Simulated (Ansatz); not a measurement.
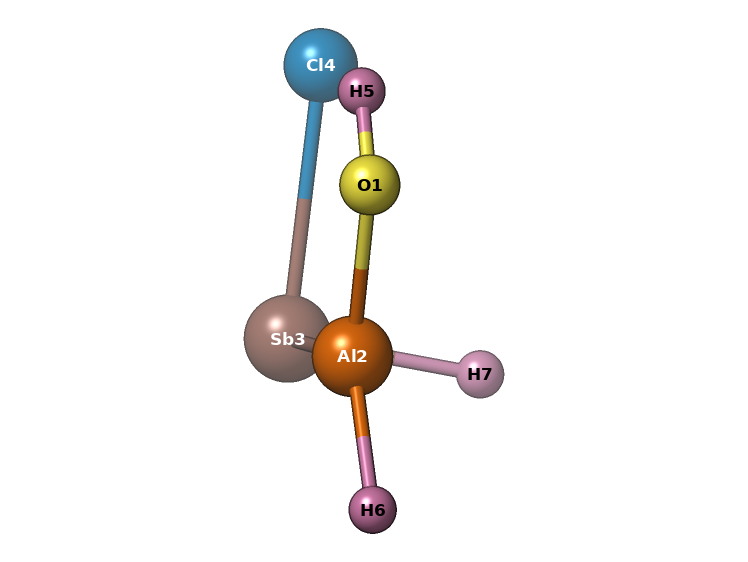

Sb3 lies behind Al2. The molecule seen a little off the Al2–Sb3 bond, Al2 in front. Atoms fade into the background with distance from the viewer. The computed structure is the end point of a PBE0-D4/def2-TZVP optimisation.

Question: What is the torsion angle O1–Al2–Sb3–Cl4? The sign is positive where the front bond must turn clockwise to cover the back bond.

Answer: 7°, synperiplanar (eclipsed).
